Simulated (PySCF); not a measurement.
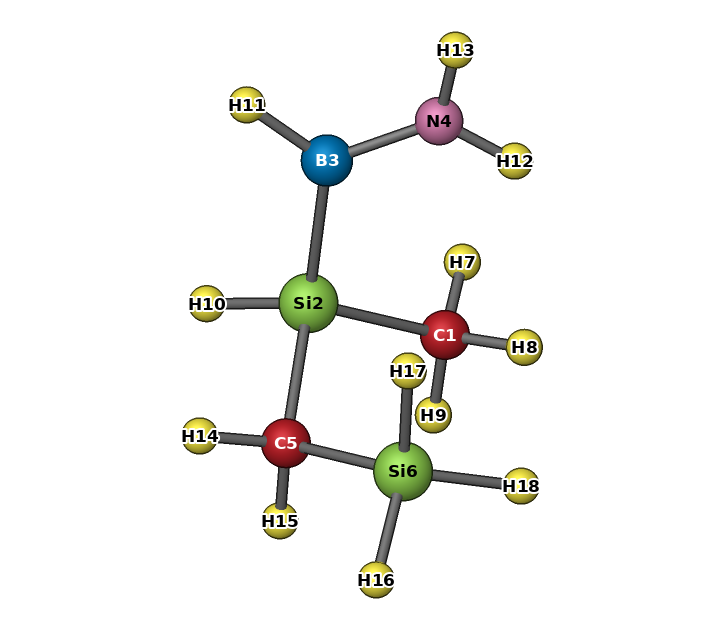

The questions are on isotropic NMR shieldings of the Si atoms. Computed geometry: GFN2-xTB optimisation. No frequency run is at hand to confirm it as a minimum. Properties computed with GIAO PBE0/pcSseg-1 NMR shielding, non-relativistic, gas phase (PySCF 2.14.0).

List the isotropic NMR shieldings of the Si atoms.

```json
{"atom": "Si2", "σ (ppm)": "397.8"}
{"atom": "Si6", "σ (ppm)": "426.3"}
```

The geometry is semi-empirical. Around B, Si such bond lengths and angles can be off by a tenth of an ångström or more and by several degrees, and values that hang on the shape move with them.
